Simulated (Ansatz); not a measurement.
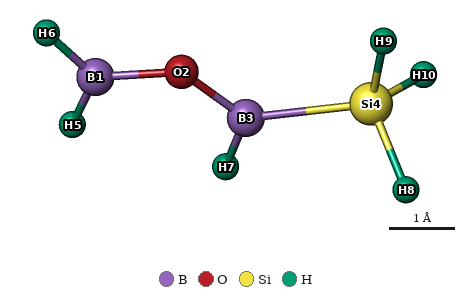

Figure 1. The structure (ball-and-stick view, seen at a tilt; atoms are numbered from 1 in the order of the input). Bond lengths as drawn: B–H 1.20 Å, B–O 1.37 Å, B–Si 2.03 Å and H–Si 1.49 Å.

## Run report: B₂SiH₆O, single-point calculation

System: B₂SiH₆O.
Method: RKS PBE0-D4/def2-TZVPP (Ansatz 0.2.0).

The geometry comes from this level: PBE0-D4/def2-TZVP.

### Log
```
Functional definition: PBE0
  name "PBE0"
  cite "Adamo & Barone, J. Chem. Phys. 110, 6158 (1999) doi:10.1063/1.478522"
  cite "Perdew, Burke & Ernzerhof, Phys. Rev. Lett. 77, 3865 (1996) doi:10.1103/PhysRevLett.77.3865"
  parent pbe
  parameter a = 0.25
  parameter kappa = 0.804
  parameter beta = 0.06672455060314922
  exchange = (1 - a)*pbe_x(kappa = kappa, mu = beta*pi^2/3) + a*exact_x
  correlation = pbe_c(beta = beta)
1134 factors; their error is unknown
mean field evaluation 1: about -11366.2870 eV, gradient 4.4e1 eV
mean field evaluation 2: about -11360.8577 eV, gradient 7.1e1 eV
mean field evaluation 4: about -11369.7667 eV, gradient 1.5e0 eV
mean field evaluation 8: about -11369.7738 eV, gradient 1.1e-1 eV
mean field evaluation 16: about -11369.7889 eV, gradient 5.2e-5 eV
mean field -11369.78887065 eV, -417.8320342766 hartree, gradient 5.2e-5 eV, S^2 0.000000; 0 other end points of the search recorded, 0 dependent functions left out
reference -11369.78890868 eV, -417.8320356742 hartree; 19, 19 occupied and 200, 200 virtual orbitals, 1134 factors
Total energy: -11369.92395005 eV, -417.8369983531 hartree
```

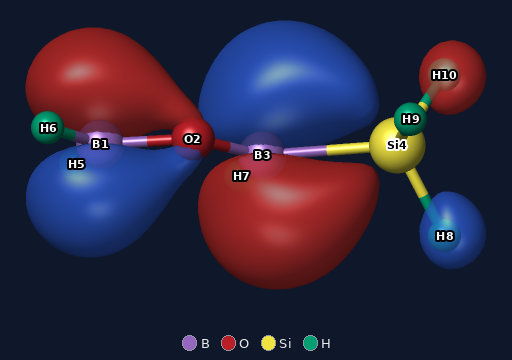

Figure 2. The LUMO at ±0.1 Å⁻³ᐟ² (red and blue are the two phases), seen from the side. Its weight (Hirshfeld) is mainly on B3 (40 %), B1 (25 %) and Si4 (15 %). Its energy is −1.97 eV.

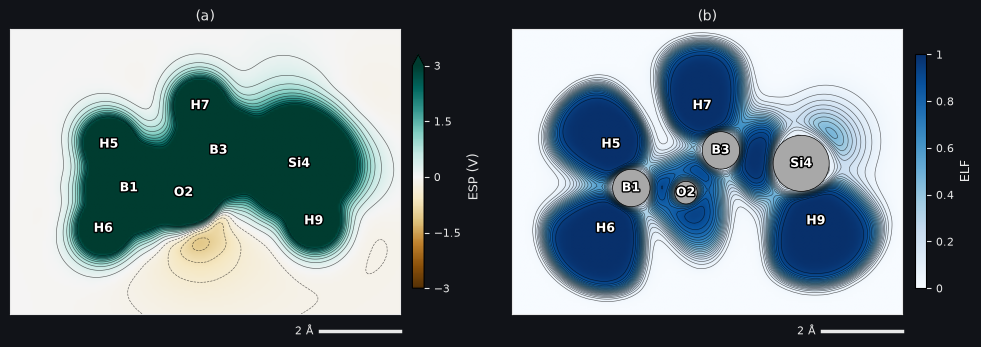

Figure 3. (a) electrostatic potential; (b) electron localisation function on the plane of atoms H5, B1 and H6. Grey discs, where drawn, cover atomic cores. Atoms in the plane: B, O, Si and H. B–O (1.37 Å): the ELF peaks at about 0.90 between the atoms, which marks a shared but strongly polarised pair. Si–H (1.49 Å): the ELF climbs to about 1 towards the hydrogen.

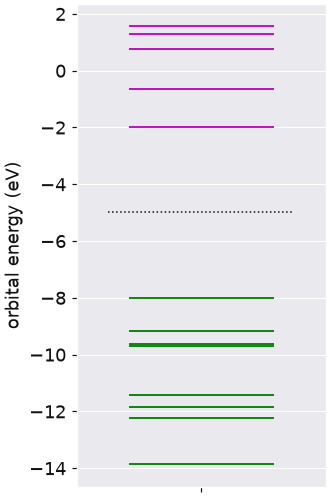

Figure 4. Orbital energies near the frontier; the dotted line parts filled from empty levels, and levels within 0.02 eV of each other stand side by side. Highest filled −8.00 eV, lowest empty −1.97 eV, 6.03 eV apart.

This output came from the following input.

### The input
```yaml
crystal:
  periodic: [false, false, false]
  atoms:
    - {symbol: B, position_ang: [-0.804570, 1.660282, -1.422405]}
    - {symbol: O, position_ang: [-0.625398, 0.852884, -0.333247]}
    - {symbol: B, position_ang: [0.292923, -0.158562, -0.255687]}
    - {symbol: Si, position_ang: [0.446863, -1.279431, 1.427442]}
    - {symbol: H, position_ang: [-0.122960, 1.499957, -2.395469]}
    - {symbol: H, position_ang: [-1.648890, 2.502901, -1.347363]}
    - {symbol: H, position_ang: [0.997834, -0.358286, -1.211657]}
    - {symbol: H, position_ang: [0.220814, -2.712419, 1.082335]}
    - {symbol: H, position_ang: [-0.508635, -0.889078, 2.498440]}
    - {symbol: H, position_ang: [1.835219, -1.169446, 1.960511]}
basis:
  gaussian: {orbitals: def2-TZVPP}
hamiltonian: {xc: pbe0, dispersion: d4}
output: {orbitals: {seedname: orbitals}}
```

Launch command:
```bash
ansatz run in.yaml --threads 2 --pin off --events-out ev --progress --plain --max-ram 4352MiB
```

### Results in brief

| quantity | value |
| --- | --- |
| outcome | converged |
| total energy | −11369.9240 eV |
| mean-field energy | −11369.7889 eV |
| dispersion energy | −0.1350 eV |
| SCF solution under orbital rotations | stable |
| HOMO | −8.00 eV |
| LUMO | −1.97 eV |
| hardware | 2 threads of Arm Neoverse V1, 23 GiB of memory available, shared host |
| wall time | 3.2 s (CPU time 6.1 s) |
| peak memory | 0.4 GiB |
